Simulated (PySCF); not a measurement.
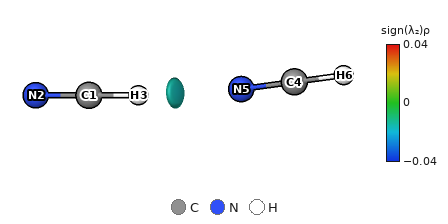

C₂H₂N₂, SMILES `C#N.C#N`. Non-covalent interaction surfaces between the fragments (reduced density gradient s = 0.4, coloured by sign(λ₂)ρ in a.u.; trimmed to the region between the fragments where ρ is under 0.06 a.u.). Fragment A: HCN (atoms 1–3); fragment B: HCN.

Computed with PySCF, TPSS/def2-SVPD, geometry: GFN2-xTB.

Input script:

```python
import numpy as np
from pyscf import gto, scf, dft
from pyscf.scf import atom_ks, atom_hf
from scipy.linalg import block_diag
from pyscf.dispersion import dftd3

def solve(mol, dm0=None, hcore=None):
    mf = (dft.UKS if mol.spin else dft.RKS)(mol, xc='tpss')
    mf.grids.level = 3
    mf = mf.density_fit(auxbasis='def2-universal-jkfit')
    mf.conv_tol, mf.max_cycle = 1e-8, 80
    if hcore is not None:
        mf.get_hcore = lambda *args: hcore
    mf.kernel(dm0)
    if not mf.converged:
        mf = mf.newton().run(mf.mo_coeff, mf.mo_occ, max_cycle=30)
    assert mf.converged, 'SCF not converged'
    return mf

mol = gto.M(atom='''
C     -1.70364    -0.01850     0.00000
N     -2.84162     0.03047     0.00000
H     -0.64510    -0.06254     0.00000
C      2.68910     0.03121     0.00000
N      1.55422    -0.04718     0.00000
H      3.74403     0.10320     0.00000
''', basis='def2-svpd', charge=0, spin=0, verbose=4)
mol_a = gto.M(atom='''
C     -1.70364    -0.01850     0.00000
N     -2.84162     0.03047     0.00000
H     -0.64510    -0.06254     0.00000
ghost-C      2.68910     0.03121     0.00000
ghost-N      1.55422    -0.04718     0.00000
ghost-H      3.74403     0.10320     0.00000
''', basis='def2-svpd', charge=0, spin=0, verbose=4)
mol_b = gto.M(atom='''
ghost-C     -1.70364    -0.01850     0.00000
ghost-N     -2.84162     0.03047     0.00000
ghost-H     -0.64510    -0.06254     0.00000
C      2.68910     0.03121     0.00000
N      1.55422    -0.04718     0.00000
H      3.74403     0.10320     0.00000
''', basis='def2-svpd', charge=0, spin=0, verbose=4)
ab, a, b = solve(mol), solve(mol_a), solve(mol_b)
e_int = ab.e_tot - a.e_tot - b.e_tot
print('counterpoise-corrected interaction energy / kcal/mol', e_int * 627.5095)
def disp(atoms, charge):
    m = gto.M(atom=atoms, charge=charge, basis='sto-3g', spin=None, unit='Bohr', verbose=0)
    return dftd3.DFTD3Dispersion(m, xc='tpss', version='d3bj').get_dispersion()['energy']
e_disp = disp(mol._atom, mol.charge) - disp(mol._atom[:3], mol_a.charge) - disp(mol._atom[3:], mol_b.charge)
print('D3(BJ) part / kcal/mol', e_disp * 627.5095)
# spherically averaged free atoms, for the promolecule
atm = atom_ks.get_atm_nrks(mol, xc='tpss')
pro = block_diag(*[(atm[a[0]][2] * atm[a[0]][3]) @ atm[a[0]][2].T for a in mol._atom])
np.savez('result.npz', e_int=e_int, e_disp=e_disp, dm_a=a.make_rdm1(), dm_b=b.make_rdm1(), c=ab.mo_coeff, occ=ab.mo_occ, eps=ab.mo_energy, pro=pro, d=[f.dip_moment(verbose=0) for f in (ab, a, b)])
```

Command:

```sh
OMP_NUM_THREADS=1 python input.py
```

The run took 30 s on 1 thread of Arm Neoverse V1 (shared host), peak memory 0.43 GiB.

Partitions, critical points and surface values were worked out afterwards from this run's density.

Question: Interpret the surfaces between the fragments.

Answer: Bond critical points between the fragments: H3···N5, weak C–H hydrogen bond, 2.20 Å, ρ = 0.016 a.u. It appears blue-green. The pose is a local one from a semi-empirical search, not shown to be the most stable.

Question: How strongly are they bound?

Answer: The counterpoise-corrected interaction energy of the frozen fragments is −4.0 kcal/mol without dispersion correction and −4.6 kcal/mol with D3(BJ). The pair geometry is semi-empirical, not a minimum at this level.
